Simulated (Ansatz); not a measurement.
# BOF (fluoro(oxo)borane) at PBE-QIDH/cc-pVTZ

What is the energy change on altering one bond length of BOF (fluoro(oxo)borane) at PBE-QIDH/cc-pVTZ? 

The results are computed with Ansatz 0.2.0.

54 further runs of the same task are left out: 9 that didn't finish, 45 set aside as unsound or not needed.

## 1. The molecule

The species is BOF (3 atoms), meant as a singlet with charge 0. As SMILES, `O=BF`. The coordinates come from a PBE0-D4/def2-TZVP relaxation.

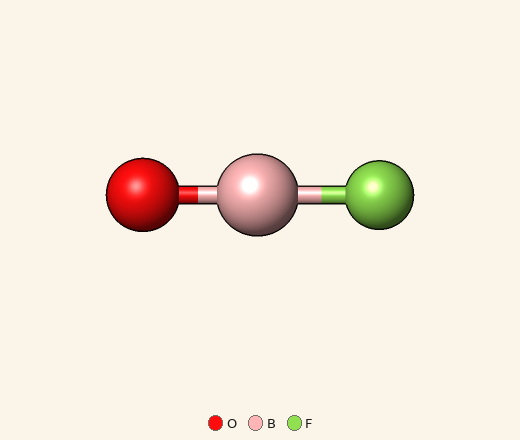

Viewed from a chosen angle; oxygen red, boron pink, fluorine green.

## 2. A single-point energy at PBE-QIDH/cc-pVTZ

File job.yaml:

```yaml
basis:
  gaussian:
    orbitals: cc-pVTZ
crystal:
  periodic: [false, false, false]
  atoms:
    - {symbol: O, position_ang: [0.983100, -0.565100, 0.479900]}
    - {symbol: B, position_ang: [0.020300, -0.011600, 0.009900]}
    - {symbol: F, position_ang: [-1.003400, 0.576800, -0.489800]}
correlation:
  frozen_orbitals: {B: 1, F: 1, O: 1}
accuracy: high
output: {orbitals: {seedname: orbitals}}
hamiltonian:
  xc: {name: PBE-QIDH}
```

The run is started by

```sh
$ ansatz run job.yaml --threads 1 --pin off --max-ram 3480MiB --events-out events.jsonl --progress --plain --runs-dir runs
```

Standard output:

```text
Warning: RAYON_NUM_THREADS=1 ignored (pool sized by the plan → 1); use --threads N
Functional definition: PBE-QIDH
  name "PBE-QIDH"
  parameter a = 3^(-1/3)
  parameter c = 1/3
  exchange = (1 - a)*pbe_x + a*exact_x
  correlation = (1 - c)*pbe_c + c*(mp2_os + mp2_ss)
1344 factors; integrals over basis functions are off by at most 2.7e-9 eV
mean field evaluation 1: about -5428.3499 eV, gradient 4.8e1 eV
mean field evaluation 2: about -5428.3509 eV, gradient 4.8e1 eV
mean field evaluation 4: about -5432.2268 eV, gradient 4.4e0 eV
mean field evaluation 8: about -5432.2641 eV, gradient 3.3e-1 eV
mean field evaluation 16: about -5432.2645 eV, gradient 1.5e-5 eV
mean field -5432.26449994 eV, -199.6320382515 hartree, gradient 5.6e-8 eV, S^2 0.000000; 0 other end points of the search recorded, 0 dependent functions left out
3 core orbitals not correlated: weight in the atoms' cores, before any rotation towards them, 1.000 or more for the frozen orbitals, at most 0.000 for the correlated occupied ones
reference -5432.26450081 eV, -199.6320382837 hartree; 8, 8 occupied and 79, 79 virtual orbitals, 1344 factors
second order -17.36384640 eV of doubles, -0.00000000 eV of singles
Total energy: -5438.05244961 eV, -199.8447414789 hartree
```

Wall time 3.9 s (1 thread of Arm Neoverse V2, shared host); peak memory 0.17 GiB.

## 3. The distorted shape

File in.yaml:

```yaml
crystal:
  periodic: [false, false, false]
  atoms:
    - {symbol: O, position_ang: [2.138439, -1.229288, 1.043890]}
    - {symbol: B, position_ang: [0.020300, -0.011600, 0.009900]}
    - {symbol: F, position_ang: [-1.003400, 0.576800, -0.489800]}
basis:
  gaussian:
    orbitals: cc-pVTZ
hamiltonian:
  xc: {name: PBE-QIDH}
correlation:
  frozen_orbitals: {B: 1, F: 1, O: 1}
accuracy: high
output:
  orbitals: {seedname: orbitals}
```

The run is started by

```sh
$ ansatz run in.yaml --threads 1 --pin off --max-ram 3480MiB --events-out events.jsonl --progress --plain --runs-dir runs
```

Standard output, cut to the lines that bear on the results:

```text
Warning: RAYON_NUM_THREADS=1 ignored (pool sized by the plan → 1); use --threads N
Functional definition: PBE-QIDH
  name "PBE-QIDH"
[...]
1306 factors; integrals over basis functions are off by at most 2.4e-9 eV
[...]
mean field -5423.08112781 eV, -199.2945555508 hartree, gradient 3.2e-8 eV, S^2 0.000000; 5 other end points of the search recorded, 0 dependent functions left out; unrestricted orbitals would lower it
3 core orbitals not correlated: weight in the atoms' cores, before any rotation towards them, 1.000 or more for the frozen orbitals, at most 0.000 for the correlated occupied ones
reference -5423.08112857 eV, -199.2945555784 hartree; 8, 8 occupied and 79, 79 virtual orbitals, 1306 factors
second order -15.33428114 eV of doubles, -0.00000000 eV of singles
Total energy: -5428.19255562 eV, -199.4823970578 hartree
```

Wall time 7.8 s (1 thread of Arm Neoverse V2, shared host); peak memory 0.19 GiB.

## 4. Outcome

At PBE-QIDH/cc-pVTZ, 3 core orbitals frozen:

| quantity | value |
| --- | --- |
| first shape: total energy | -199.84474 Eh |
| first shape: HOMO energy (SCF part's orbitals) | -12.86 eV |
| first shape: LUMO energy (SCF part's orbitals) | 1.68 eV |
| first shape: HOMO–LUMO gap (SCF part's orbitals) | 14.53 eV |
| distorted shape: total energy | -199.48240 Eh |
| distorted shape: HOMO energy (SCF part's orbitals) | -10.95 eV |
| distorted shape: LUMO energy (SCF part's orbitals) | -1.88 eV |
| distorted shape: HOMO–LUMO gap (SCF part's orbitals) | 9.07 eV |
| energy change with the O1–B2 bond stretched from 1.206 to 2.653 Å | 9.860 eV |

With the O1–B2 bond stretched from 1.206 to 2.653 Å the energy rises by 9.86 eV (227 kcal/mol). The first shape isn't relaxed at this level, so the change isn't measured from a minimum. The restricted solution (distorted shape) is unstable to spin breaking: an unrestricted one lies lower.
